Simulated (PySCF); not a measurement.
# C5H6ClF2: EPR calculation

The run: EPR calculation of C5H6ClF2, multiplicity 2. Method and program: UKS B3LYP, pcH-1 on C Cl F H, non-relativistic, mean-field spin-orbit, GIAO (PySCF 2.14.0).

It belongs to a series of runs on one base structure; here: H removed from sp3 C.

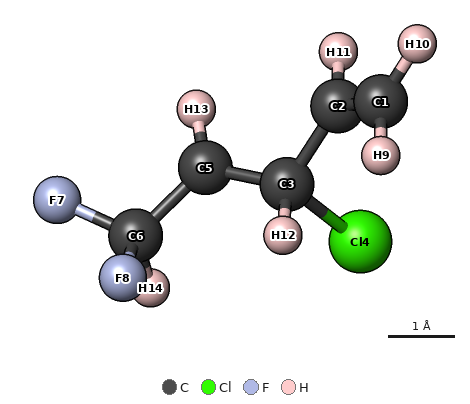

*The structure as given in the input (ball-and-stick view, seen at a tilt; atoms are numbered from 1 in the order of the input).*

Bond lengths as drawn: C–C 1.32 to 1.48 Å, C–Cl 1.94 Å, C–F 1.35 to 1.36 Å and C–H 1.08 to 1.11 Å.

**Key numbers**

| quantity | value |
| --- | --- |
| outcome | converged |
| total energy | −853.976163 hartree |
| ⟨S²⟩ | 0.756 |
| isotropic g | 2.0043 |
| hardware | 1 CPU thread, shared host |
| wall time | 83 s |
| peak memory | 1 GiB |

**Input**
```
{"job": {"kind": "epr", "basis": "pcH-1"}, "charge": 0, "multiplicity": 2}
C     -2.068294     1.517807    -0.478823
C     -1.423958     0.634301     0.263288
C     -0.310774    -0.195784    -0.251474
Cl    -1.082992    -1.950432    -0.525945
C      0.784326    -0.411928     0.646305
C      2.118396    -0.829827     0.152814
F      3.075200    -0.630840     1.090414
F      2.500692    -0.121894    -0.945351
H     -1.810851     1.689633    -1.510677
H     -2.876784     2.105559    -0.081099
H     -1.694319     0.464263     1.295547
H     -0.008456     0.064994    -1.264943
H      0.634079    -0.435077     1.712123
H      2.163058    -1.901247    -0.134301
```

The first line tells a small driver script what to run in PySCF; the rest is the geometry in Å.

Launched with:
```bash
OMP_NUM_THREADS=1 python <driver script> task.json out
```

**What the program printed**
```
UKS, coarse grid
  cycle   1  E = -853.86264417  |g| = 5.60e-01
  cycle   2  E = -853.72158489  |g| = 8.77e-01
  cycle   3  E = -853.97325413  |g| = 7.34e-02
  cycle   4  E = -853.97494880  |g| = 4.52e-02
  cycle   5  E = -853.97593908  |g| = 1.55e-02
  cycle   6  E = -853.97605909  |g| = 4.94e-03
  cycle   7  E = -853.97607291  |g| = 2.11e-03
  cycle   8  E = -853.97607605  |g| = 1.06e-03
  cycle   9  E = -853.97607672  |g| = 3.41e-04
UKS, final grid
  cycle   1  E = -853.97616253  |g| = 4.15e-04
  cycle   2  E = -853.97616245  |g| = 6.10e-04
  cycle   3  E = -853.97616263  |g| = 6.54e-05
  cycle   4  E = -853.97616264  |g| = 3.95e-05
  cycle   5  E = -853.97616264  |g| = 2.85e-05
E = -853.97616264 Eh   <S^2> = 0.7561 (exact 0.7500)
g shifts (ppm)      1          2          3
  rmc          -188       -188       -188
  gc             11         28         34
  oz_so        -228        573       6044
  total        -405        413       5890
hyperfine (MHz)  atom isotope    a_iso     a_fc   dipolar eigenvalues
    0   13C       0.05       0.04     -1.30     -0.57      1.87
    1   13C       7.47       7.49     -1.64     -1.28      2.93
    2   13C      -4.20      -4.11     -6.06      0.75      5.32
    3  35Cl      36.71      35.01    -38.55    -35.89     74.44
    4   13C      80.69      80.72    -75.08    -74.28    149.35
    5   13C     -30.65     -30.64     -2.17     -1.68      3.85
    6   19F      49.16      49.00    -16.98    -14.63     31.61
    7   19F     103.48     103.18    -31.41    -31.07     62.48
    8    1H      -0.12      -0.12     -1.17     -0.57      1.74
    9    1H       0.15       0.15     -1.12     -0.71      1.83
   10    1H      -0.84      -0.83     -2.93     -2.34      5.27
   11    1H      17.77      17.79     -5.82     -2.60      8.42
   12    1H     -57.41     -57.44    -34.78     -1.69     36.47
   13    1H      78.71      78.71     -5.47     -1.70      7.16
```

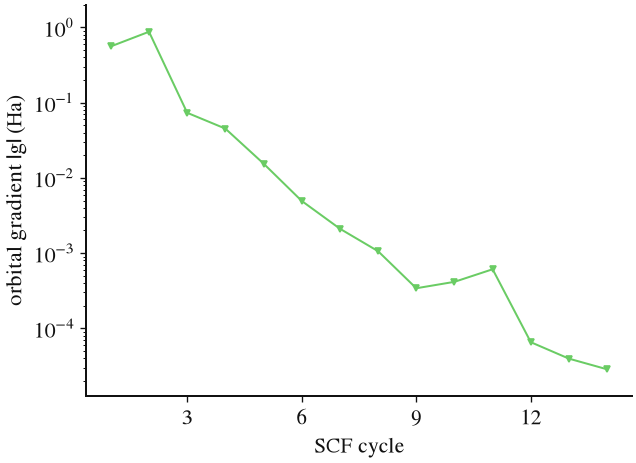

*Convergence of the self-consistent field: orbital gradient |g| against the SCF cycle.*

All cycles printed in the log are drawn one after another.

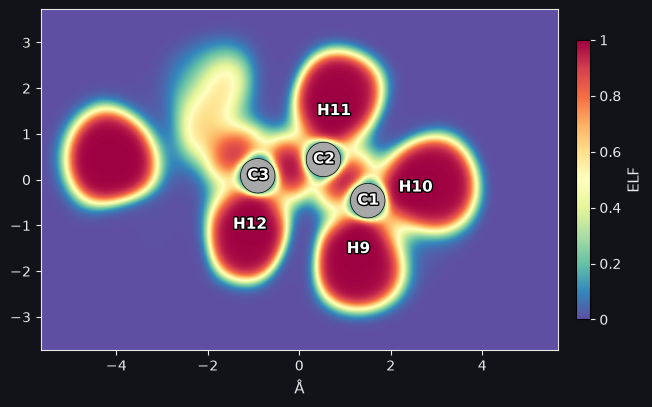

*ELF on the plane of atoms H9, C1 and H10. Grey discs, where drawn, cover atomic cores.*

The section cuts through C and H sites. C–C (1.32 Å): the ELF peaks at about 0.95 between the atoms (a multiple bond by its length, whose ELF region spreads away from the axis). C–H (1.08 Å): the ELF climbs to about 1 towards the hydrogen, as it does in any bond to H; a covalent bond by its length. C–C (1.48 Å): the ELF peaks at about 0.95 between the atoms (a shared electron pair).

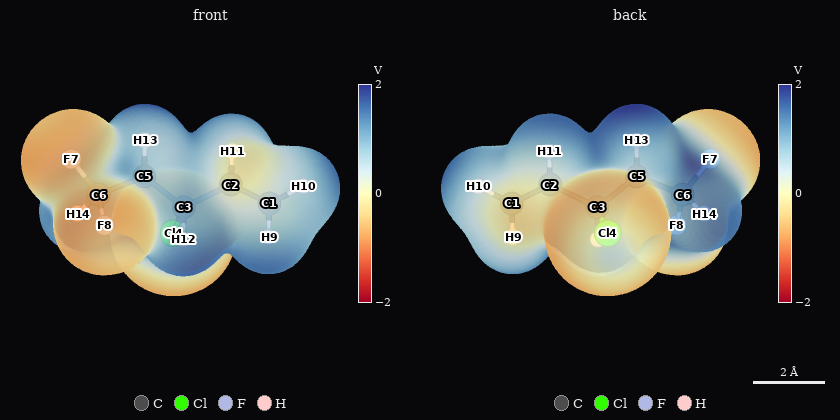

*The molecular electrostatic potential painted on the density surface at 0.004 e/bohr³, seen at a tilt and from behind; red is negative and blue positive.*
